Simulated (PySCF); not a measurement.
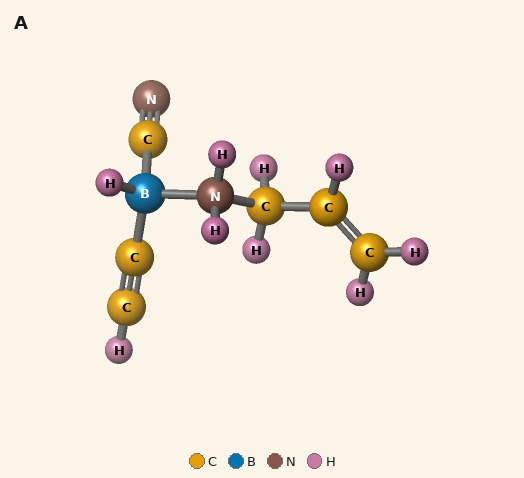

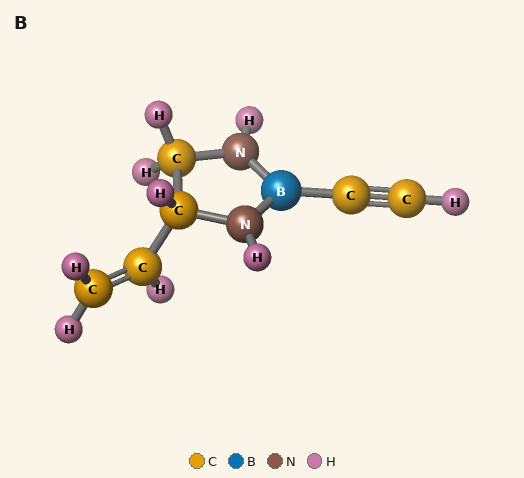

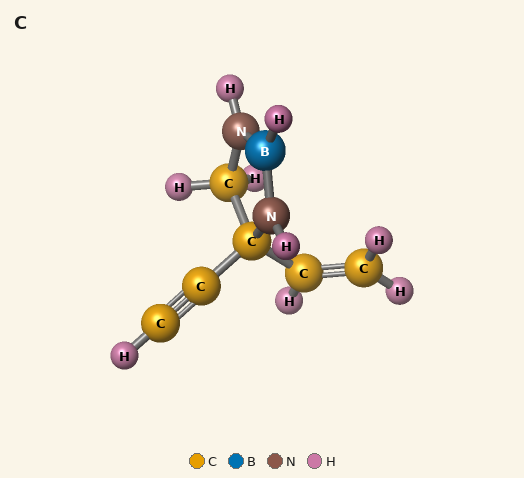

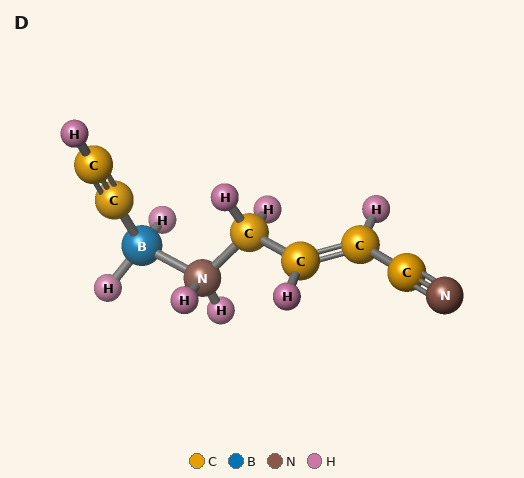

4 stationary structures of one formula. Geometries: GFN2-xTB. Electronic energies: PBE0/pcSseg-1 (PySCF 2.14.0), without zero-point energy. No frequency run is at hand to confirm each as a minimum. Each is one conformer, not always the lowest.

Question: Which is lowest in energy, and by how much?

Answer: B is lowest; C lies 17.6 kcal/mol above it, A lies 40.3 kcal/mol above it, D lies 57.9 kcal/mol above it. A is `C#C[B@H-](C#N)[NH2+]CC=C`, B is `C#CB1NC[C@@H](C=C)N1`, C is `C#C[C@@]1(C=C)CNBN1`, D is `C#C[BH2-][NH2+]C/C=C/C#N`.

The geometry is semi-empirical. Around B such bond lengths and angles can be off by a tenth of an ångström or more and by several degrees, and values that hang on the shape move with them.
